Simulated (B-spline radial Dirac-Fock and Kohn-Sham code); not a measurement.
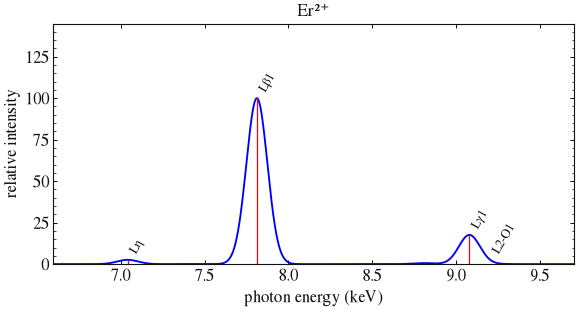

X-ray emission lines that fill an L2 (2p1/2) hole, broadened by a Gaussian of 150 eV full width, as by a silicon detector. Multiplet splitting by the open shell is left out. The figure is for Er²⁺ in the configuration [Xe] 4f12, inside a Watson sphere of charge −2 and radius 2.2 Å that stands in for a crystal. Method: independent-particle rates on relativistic LDA orbitals of the hole state (multipoles to L = 3), energies from Dirac–Fock ΔSCF (computed with a B-spline radial atomic code).

**Which line is the strongest, where is it and what share of the photons does it carry?**

L2-M4 (Lβ1) at 7.8122 keV, 82.6 % of the radiative decays.

**What are the natural width, lifetime and fluorescence yield of the L2 hole?**

Width 4.22 eV, lifetime 0.156 fs, fluorescence yield 0.216.

**What multipole carries the L2-M3 line?**

E2; it is forbidden as an electric dipole and holds 0.058 % of the emission.
